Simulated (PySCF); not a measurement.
## A study: C3H7N2, charge +1, SMILES `[NH4+].C=CC#N`

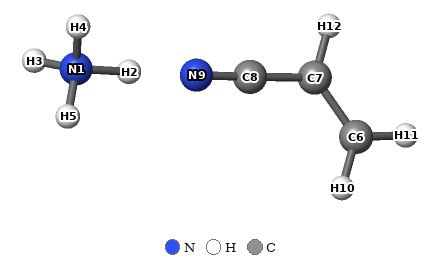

The molecule, with its atoms numbered as below. The pair's geometry is semi-empirical, so its contact may be too short or too long.

Coordinates in Å:

```
N1      -3.1845   -0.1483   -0.0052
H2      -2.0675   -0.0352    0.0045
H3      -3.5525    0.1904   -0.8957
H4      -3.5876    0.3961    0.7590
H5      -3.4294   -1.1327    0.1119
C6       2.7633   -0.5345   -0.0029
C7       1.8849    0.4674   -0.0035
C8       0.5050    0.2641    0.0061
N9      -0.6365    0.1200    0.0112
H10      2.4551   -1.5675    0.0073
H11      3.8222   -0.3414   -0.0134
H12      2.1882    1.5071   -0.0136
```

Part 1: Bonding charge

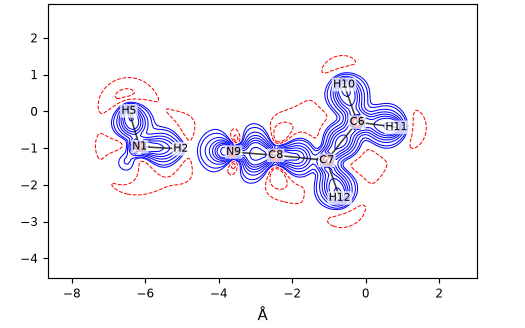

Deformation density (molecule less spherical, spin-averaged free atoms) in a plane through 10 of the atoms; contours at ±0.05 to ±0.8 e/Å³; solid blue lines: gain, dashed red lines: loss.

PySCF calculation, PBE0/6-311+G**, gas phase; geometry: GFN2-xTB.

Q: How much density has each bond in this plane gained at its critical point, relative to the free atoms?

A: C8–N9: +0.89 e/Å³ at the bond critical point (bond length 1.15 Å). N1–H5: +0.83 e/Å³ at the bond critical point (bond length 1.02 Å). C6–H11: +0.78 e/Å³ at the bond critical point (bond length 1.08 Å). C6–H10: +0.78 e/Å³ at the bond critical point (bond length 1.08 Å). C7–H12: +0.74 e/Å³ at the bond critical point (bond length 1.08 Å). C6–C7: +0.68 e/Å³ at the bond critical point (bond length 1.33 Å). N1–H2: +0.48 e/Å³ at the bond critical point (bond length 1.12 Å). C7–C8: +0.47 e/Å³ at the bond critical point (bond length 1.40 Å). H2–N9: +0.03 e/Å³ at the bond critical point (bond length 1.44 Å); up to 0.6 Å beside the axis the gain reaches +0.51 e/Å³. In all, 2.4 electrons gather in the regions of gain relative to the promolecule of neutral atoms (the regions of loss give up this much and the cation's charge besides). A small or negative value marks a very polar bond, one between electron-rich atoms, whose free-atom densities already overlap strongly, a long bond to a heavier atom, or a closed-shell contact such as a hydrogen bond.

Q: Where do the Hirshfeld charges lie?

A: The highest Hirshfeld charge is on H3 (+0.21 e), the lowest on N9 (−0.13 e).

| atom | charge (e) |
| --- | --- |
| N1 | −0.05 |
| H2 | +0.12 |
| H3 | +0.21 |
| H4 | +0.21 |
| H5 | +0.21 |
| C6 | +0.01 |
| C7 | −0.02 |
| C8 | +0.17 |
| N9 | −0.13 |
| H10 | +0.09 |
| H11 | +0.10 |
| H12 | +0.10 |

Part 2: Bond critical points

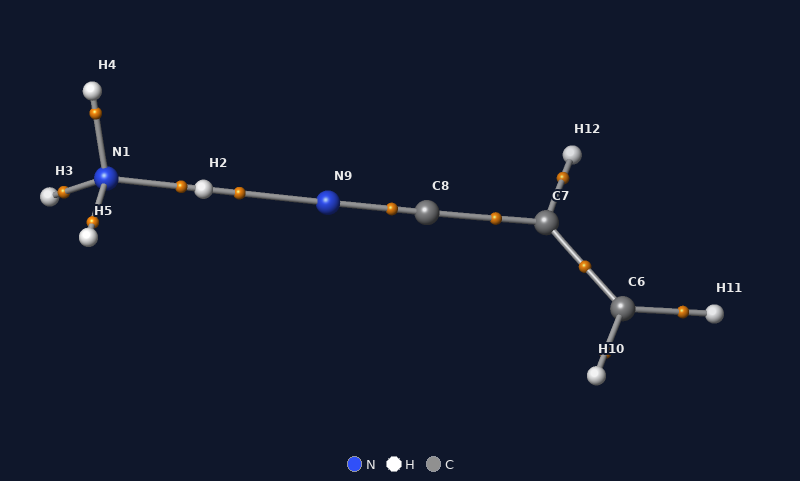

Molecular graph of the electron density (QTAIM): bond paths, bond critical points (orange), ring points (yellow, if any); weak paths are dashed.

Q: How many critical points of each kind are there, and does the count close?

A: 12 nuclei, 11 bond, 0 ring and 0 cage critical points: 12 − 11 + 0 − 0 = 1, as the Poincaré–Hopf relation requires.

Q: Give the properties at the bond critical points.

A:
```tsv
bond	length (Å)	ρ (a.u.)	∇²ρ (a.u.)	ε	H (a.u.)
C8–N9	1.151	0.474	−0.22	0.02	−0.850
C6–C7	1.332	0.340	−1.01	0.31	−0.390
N1–H5	1.021	0.332	−1.71	0.01	−0.472
N1–H4	1.021	0.332	−1.71	0.01	−0.472
N1–H3	1.021	0.332	−1.71	0.01	−0.472
C7–C8	1.395	0.294	−0.86	0.07	−0.334
C6–H11	1.077	0.290	−1.05	0.00	−0.294
C6–H10	1.078	0.288	−1.03	0.00	−0.292
C7–H12	1.083	0.282	−0.99	0.03	−0.282
N1–H2	1.123	0.244	−1.09	0.00	−0.325
H2–N9	1.439	0.097	+0.07	0.00	−0.046
```

Q: What kind of interaction is C7–H12?

A: Shared-shell (covalent): ρ = 0.282, ∇²ρ = −0.99, H = −0.282 a.u.

Part 3: Local ionisation energy

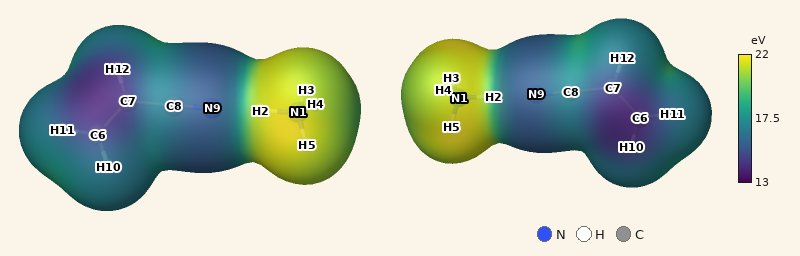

Average local ionisation energy on the surface of electron density 0.001 a.u. (back view left, front view right).

Q: Locate the minima of the map.

A: The lowest value is 13.7 eV, off the C6–C7 bond (2.2 Å from its atoms), and at like points elsewhere. Further minima include 15.4 eV, 1.9 Å from N9, and at like points elsewhere; 19.6 eV, near H3 (1.74 Å), H5 (1.76 Å), H4 (1.82 Å) and N1 (1.83 Å). For comparison, the highest occupied orbital lies at −12.5 eV.

Part 4: Excited states

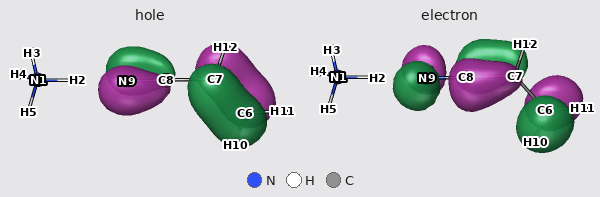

Leading natural transition orbital pair of S₂ (TDA singlet states); the surfaces enclose about 78 % of each orbital's density.

Computed with PySCF, LC-wPBE/def2-SVP, geometry: GFN2-xTB. Without diffuse functions Rydberg states are missing, so the states' numbers hold for this basis only.

Q: Where does the state lie, and where do hole and electron sit?

A: 7.11 eV (174 nm), f = 0.490 (bright); the leading pair carries 84 %; hole on N9 (28 %), C6 and C7 (26 % each) and C8 (12 %), electron on C6 and C8 (26 % each), N9 (24 %) and C7 (14 %) (shares are of the whole state, not of the leading pair alone); their centroids lie 0.1 Å apart; S₁ lies within 0.1 eV of it. In canonical orbitals it is mainly HOMO → LUMO (81 %). The HOMO–LUMO gap is 11.80 eV.

The PySCF runs shown took 19 s and 3.8 min on 1 thread of Arm Neoverse V1, with other jobs on the host.
